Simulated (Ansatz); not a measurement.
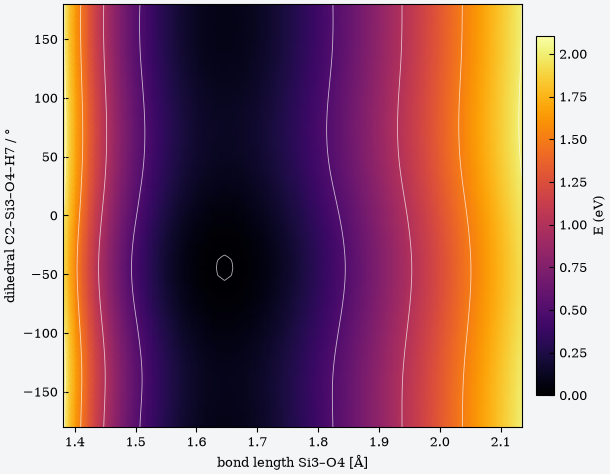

Energy landscape of C2H2FOSi, SMILES [C]#C[SiH](O)F, spin multiplicity 2. Coordinates scanned: (1) bond length Si3–O4; (2) dihedral C2–Si3–O4–H7. Nothing is relaxed (all other coordinates rigid). Grid: 7 × 8 points. Energies: eV, counted from the lowest grid point. Method: UKS r2SCAN-D4/def2-SVP in Ansatz.

In the figure: a smooth colour map with a few white contour lines. Between grid points the surface is interpolated. 

**What does the map say about the system?**

The lowest grid point is at bond length Si3–O4 = 1.632 Å, dihedral C2–Si3–O4–H7 = −45°. The highest grid point, bond length Si3–O4 = 1.380 Å, dihedral C2–Si3–O4–H7 = 90°, lies 2.11 eV above the lowest. Round the minimum the two coordinates are nearly uncoupled.

Grid values (eV):

| dihedral C2–Si3–O4–H7 ↓, bond length Si3–O4 → | 1.380 | 1.506 | 1.632 | 1.758 | 1.884 | 2.010 | 2.136 |
| --- | --- | --- | --- | --- | --- | --- | --- |
| 135 | 2.07 | 0.51 | 0.09 | 0.28 | 0.76 | 1.37 | 2.01 |
| 90 | 2.11 | 0.55 | 0.13 | 0.31 | 0.78 | 1.39 | 2.03 |
| 45 | 2.10 | 0.54 | 0.12 | 0.30 | 0.77 | 1.38 | 2.02 |
| 0 | 2.03 | 0.47 | 0.05 | 0.23 | 0.71 | 1.32 | 1.97 |
| −45 | 1.96 | 0.41 | 0.00 | 0.19 | 0.67 | 1.28 | 1.93 |
| −90 | 2.03 | 0.47 | 0.05 | 0.23 | 0.70 | 1.31 | 1.95 |
| −135 | 2.09 | 0.53 | 0.10 | 0.27 | 0.75 | 1.35 | 1.99 |
| −180 | 2.06 | 0.51 | 0.09 | 0.27 | 0.75 | 1.36 | 2.00 |

The input of one point:

```yaml
crystal:
  periodic: [false, false, false]
  atoms:
    - { symbol: C, position_ang: [0.326927, -2.44923, 0.935716] }
    - { symbol: C, position_ang: [0.25881, -1.262845, 0.623225] }
    - { symbol: Si, position_ang: [0.121, 0.508156, 0.176316] }
    - { symbol: O, position_ang: [-0.978228, 0.716578, -1.011827] }
    - { symbol: F, position_ang: [1.594345, 0.96811, -0.313918] }
    - { symbol: H, position_ang: [-0.284844, 1.345255, 1.317204] }
    - { symbol: H, position_ang: [-0.95434, 0.110565, -1.762229] }
magnetization:
  spin_polarized: true
  initial_magnetization: 1
basis:
  gaussian: { orbitals: def2-SVP }
hamiltonian:
  xc: r2scan
  dispersion: d4
output:
  forces: true
```

Each point was launched as `ansatz run input.yaml --threads 1 --pin off --max-ram 2560MiB --backend cpu --events-out ev --progress --plain --runs-dir out`. Time for the 56 points that were run: 13 min on 1 thread of Intel(R) Xeon(R) Platinum 8375C CPU @ 2.90GHz (Ice Lake) (shared host).
